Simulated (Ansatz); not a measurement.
# ClGaH2O: what the fields show

```xyz
5

Ga    0.0142   -0.0242   -0.0314
O    -0.0388   -0.1245    1.7451
H    -0.9268   -0.1682    2.1248
H     1.3640    0.0521   -0.7846
Cl   -1.9022   -0.0165   -1.0417
```

Level of theory: RKS B3LYP/def2-SVP in Ansatz.

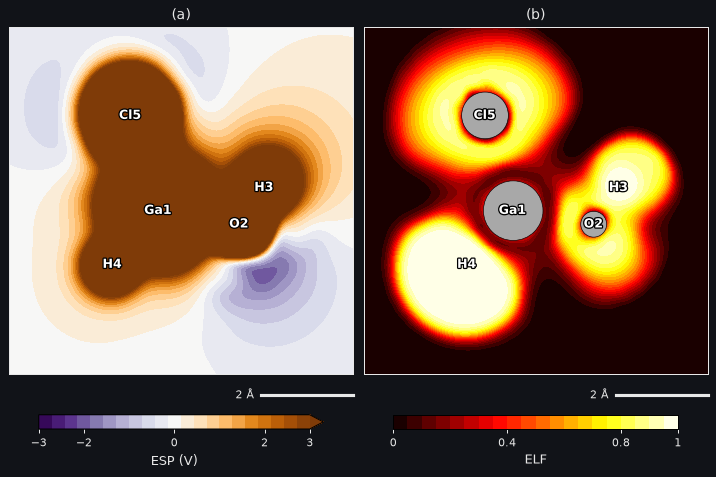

Figure 1. (a) molecular electrostatic potential; (b) ELF on the molecular plane. Grey discs cover the atomic cores in the ELF map.

**What do the fields say about this system?**

- The plane passes through Ga, O, H and Cl nuclei.
- Ga–O (1.78 Å): the ELF peaks at about 0.85 in the valence shell of O, 0.6 Å from its nucleus, and is about 0.25 at the midpoint.
- Ga–Cl (2.17 Å): the ELF peaks at about 0.85 in the valence shell of Cl, 0.8 Å from its nucleus, and is about 0.55 at the midpoint.
- O–H (0.97 Å): the ELF climbs to about 1 towards the hydrogen, as it does in any bond to H (an ordinary covalent bond to hydrogen).
- Ga–H (1.55 Å): the ELF climbs to about 1 towards the hydrogen.
- The ELF also peaks beside O2 and Cl5, away from the bonds: lone-pair regions.
- Outside the dense part of the molecule the potential is most negative (−2.0 V) near O2.

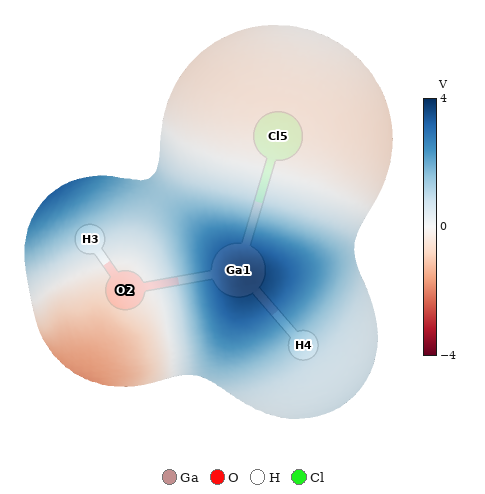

Figure 2. The electrostatic potential painted on the density surface at 0.004 e/bohr³, seen across its widest extent; red is negative and blue positive.

**Which sites attract a positive test charge, and which a negative one?**

A positive charge is drawn to the negative regions and a negative charge to the positive ones. The most negative region (about −1.7 V, or −39 kcal/mol for a unit charge) lies over O2, the most positive (about +3.8 V, or +88 kcal/mol for a unit charge) over Ga1. O2 is the likeliest acceptor of a hydrogen bond.

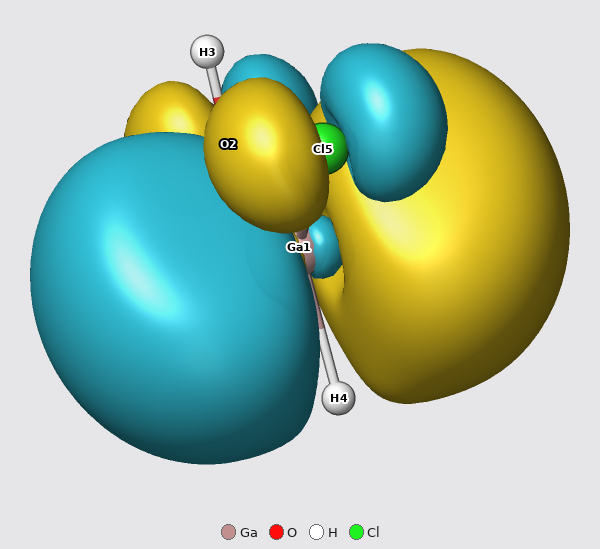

Figure 3. One frontier orbital at ±0.08 Å⁻³ᐟ² (yellow and cyan are the two phases), seen at an oblique angle.

**Which orbital is it: HOMO or LUMO?**

The LUMO, at −1.24 eV. It lies mainly on Ga1 (about 75 %), Cl5 (about 10 %) and O2 (about 10 %); it changes sign across the molecular plane (π type).

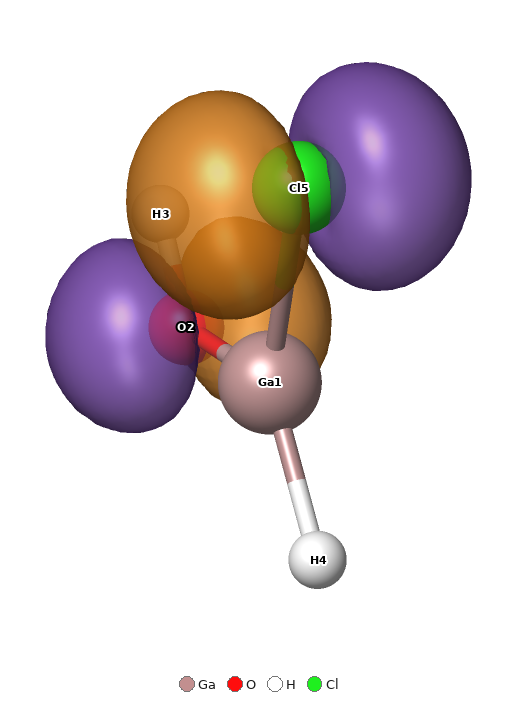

Figure 4. The HOMO−1 at ±0.15 Å⁻³ᐟ² (orange and purple are the two phases), seen at an oblique angle.

**Describe this orbital and give its energy.**

Its weight (Hirshfeld) is mainly on Cl5 (about 50 %), O2 (about 40 %) and Ga1 (about 5 %); it changes sign across the molecular plane (π type). Its energy is −8.52 eV.
